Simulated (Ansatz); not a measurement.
**C4H12Ge: density, localisation and related maps**

```xyz
17

C     1.3255    1.2486   -2.2627
C     0.0976    1.2610   -1.3419
C     1.6988    0.2174    1.3020
C    -1.1579    1.7154    1.6204
Ge    0.5121    1.6180    0.5661
H     1.0449    1.0569   -3.3066
H     1.8557    2.2081   -2.2374
H     2.0417    0.4712   -1.9709
H    -0.4298    0.2999   -1.3954
H    -0.6176    2.0250   -1.6718
H     1.2473    2.9901    0.6624
H     1.9349    0.4308    2.3492
H     1.2131   -0.7627    1.2500
H     2.6372    0.1693    0.7412
H    -1.6965    0.7633    1.5741
H    -1.8121    2.5024    1.2324
H    -0.9366    1.9366    2.6692
```

Geometry: B3LYP/6-31G*.

Method: isolated molecule in a Gaussian basis; Kohn-Sham density functional theory, functional PBE0 (Ansatz).

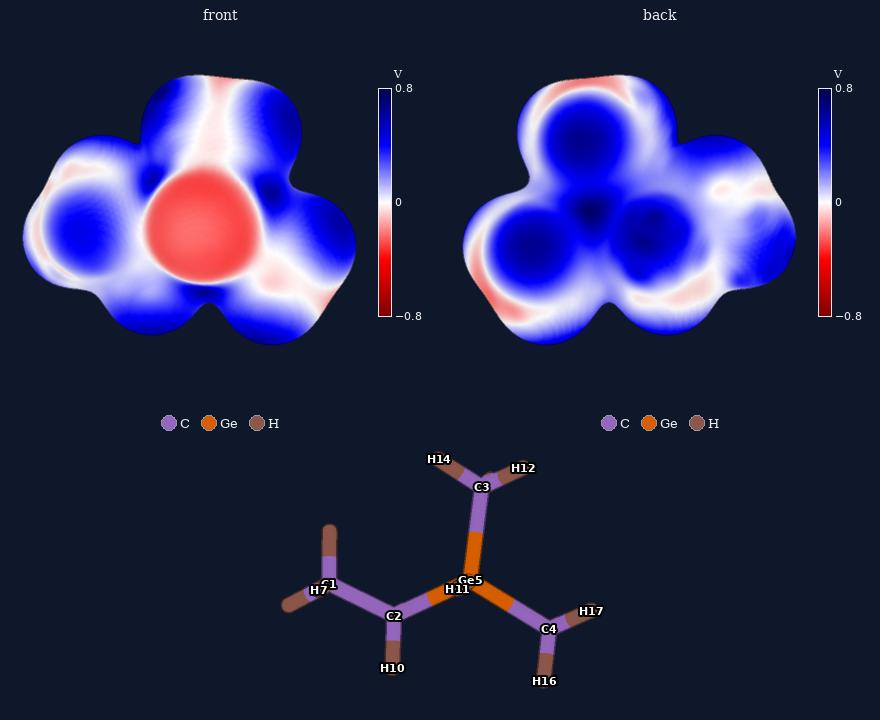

Figure 1. The molecular electrostatic potential painted on the density surface at 0.002 e/bohr³, seen from the front and from behind; the colour scale runs from red (negative) to blue (positive). The bare structure is drawn below in the same view.

> Which sites attract a positive test charge, and which a negative one?

A positive charge is drawn to the negative regions and a negative charge to the positive ones. The most negative region (about −0.3 V) lies over H11, the most positive (about +0.7 V) over the Ge and H atoms.

> What dipole moment does the calculation give?

Its dipole moment is 0.57 D.

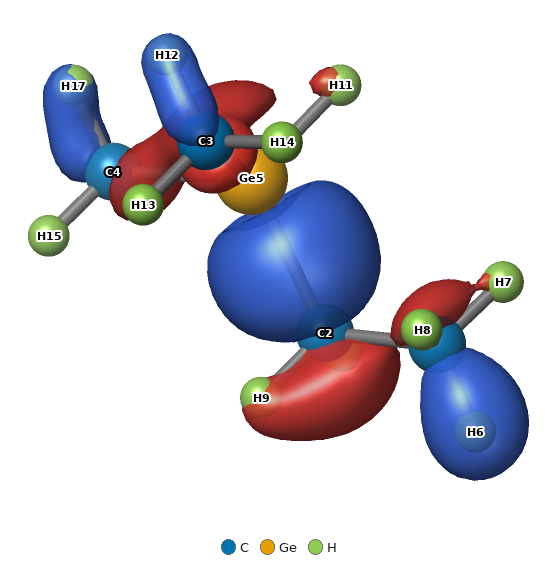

Figure 2. The HOMO at ±0.15 Å⁻³ᐟ² (red and blue are the two phases), seen at an oblique angle.

> Where does this orbital lie, and at what energy?

By Hirshfeld shares it lies mainly on C2 (about 35 %), Ge5 (about 25 %), C1 (about 10 %) and H6 (about 5 %). Its energy is −7.82 eV.

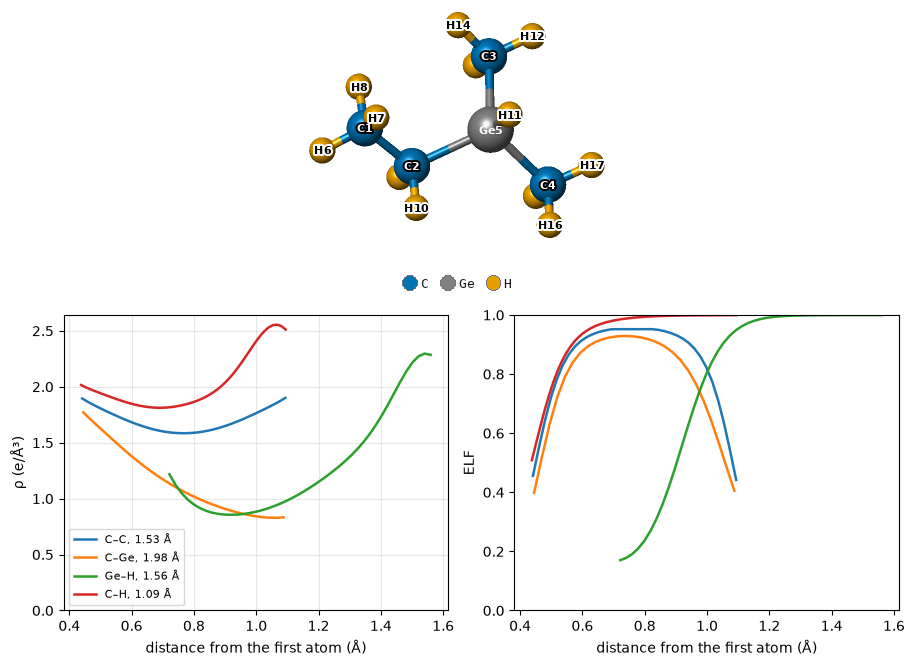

Figure 3. Electron density and ELF along straight lines between neighbouring atoms. The curves leave out the atomic cores. The structure is drawn too.

> Compare the contacts.

C–C (1.53 Å): ρ is about 1.6 e/Å³ halfway; the ELF peaks at about 0.95 between the atoms (a shared electron pair).
C–Ge (1.98 Å): ρ is about 0.85 e/Å³ halfway; the ELF peaks at about 0.95 in the valence shell of C, 0.7 Å from its nucleus, and is about 0.70 at the midpoint.
Ge–H (1.56 Å): ρ is about 0.99 e/Å³ halfway; the ELF climbs to about 1 towards the hydrogen.
C–H (1.09 Å): ρ at the midpoint is about 1.9 e/Å³; the ELF climbs to about 1 towards the hydrogen; a covalent bond by its length.

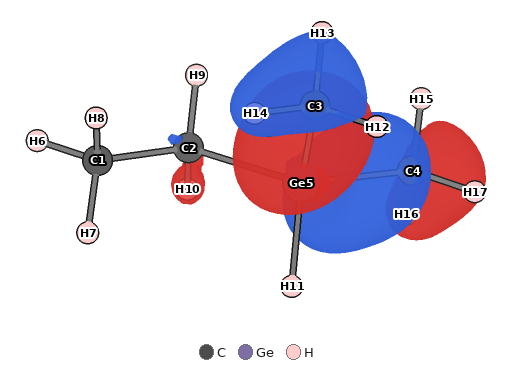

Figure 4. The HOMO−1 at ±0.15 Å⁻³ᐟ² (red and blue are the two phases), seen from one side.

> Describe this orbital and give its energy.

By Hirshfeld shares it lies mainly on C3 (about 30 %), Ge5 (about 25 %) and C4 (about 25 %). Its energy is −8.28 eV.
